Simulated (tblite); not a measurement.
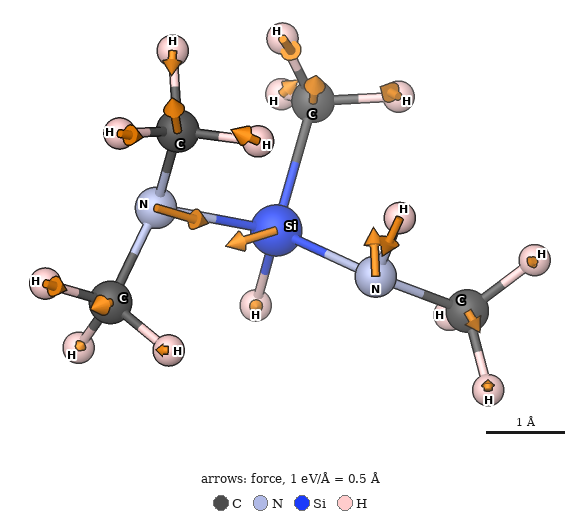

Starting geometry of C$_{4}$H$_{14}$N$_{2}$Si with the computed forces as orange arrows. Style: ball-and-stick. Shown at a tilt.

Method: GFN2-xTB geometry optimisation, gas phase in tblite 0.8.0. 

What follows when this structure is relaxed?

It isn't relaxed: the largest force vector, on an N atom, is 1.75 eV/Å. The final displacements have little in common with the starting forces (cosine between the two patterns 0.23). An H atom moves most after the best rigid fit: 2.20 Å. Largest moves by element: H 2.20 Å, C 0.86 Å, N 0.71 Å, Si 0.21 Å. Some distances before and after: N–Si 1.804 → 1.723 Å, N–Si 1.771 → 1.724 Å, C–H 1.122 → 1.086 Å, H–N 1.044 → 1.009 Å. Among the angles between lasting bonds that change: Si–N–C 106.8° → 121.3°, C–N–Si 111.9° → 122.3°, N–Si–N 111.8° → 103.9°. Groups turn about C–N by about 40°, C–Si by about 25°, N–Si by about 20°. The energy falls by 0.964 eV in 235 geometry steps.
